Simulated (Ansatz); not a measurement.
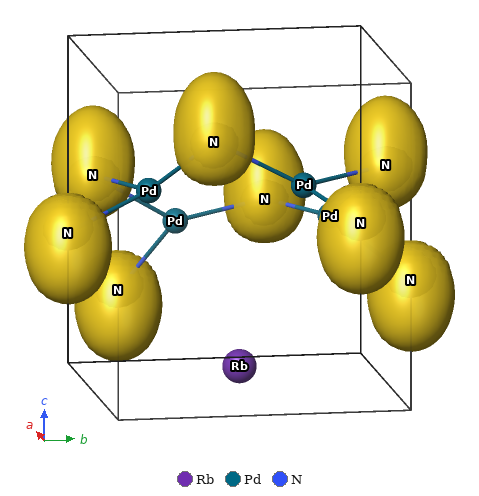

*RbPd4N3. Isosurface of the electron localisation function at 0.7 (yellow), seen at an oblique angle. Core shells and regions of very low density are left out. Sticks mark near contacts.*

Space group P4mm; a generated structure, not necessarily the stable one.

Theory: DFT PBE, scalar-relativistic, plane waves, PAW in Ansatz 0.2.0.

In a PAW calculation such maps are meaningful between the atoms, not at the nuclei.

```yaml
crystal:
  lattice:
    - [5.50578, 0.00000, 0.00000]
    - [0.00000, 5.50578, 0.00000]
    - [0.00000, 0.00000, 6.18578]
  atoms:
    - { symbol: Rb, position: [0.50000, 0.50000, 0.06247] }
    - { symbol: Pd, position: [0.76483, 0.76483, 0.56084] }
    - { symbol: Pd, position: [0.23517, 0.23517, 0.56084] }
    - { symbol: Pd, position: [0.23517, 0.76483, 0.56084] }
    - { symbol: Pd, position: [0.76483, 0.23517, 0.56084] }
    - { symbol: N, position: [0.00000, 0.00000, 0.39811] }
    - { symbol: N, position: [0.50000, 0.00000, 0.66137] }
    - { symbol: N, position: [0.00000, 0.50000, 0.66137] }
```

> What do the ELF domains correspond to?

The ELF exceeds this value in three regions wrapped around N (the valence shell of each), counted in one cell of 8 atoms. Regions shared between cells count once. Along the contacts the grid gives the following. Pd–N (2.05 Å): the ELF peaks at about 0.80 in the valence shell of N, 0.6 Å from its nucleus, and drops to about 0.25 between the two atoms. Rb–N (3.71 Å): the ELF is about 0 at the midpoint (no localised pair shows between them).
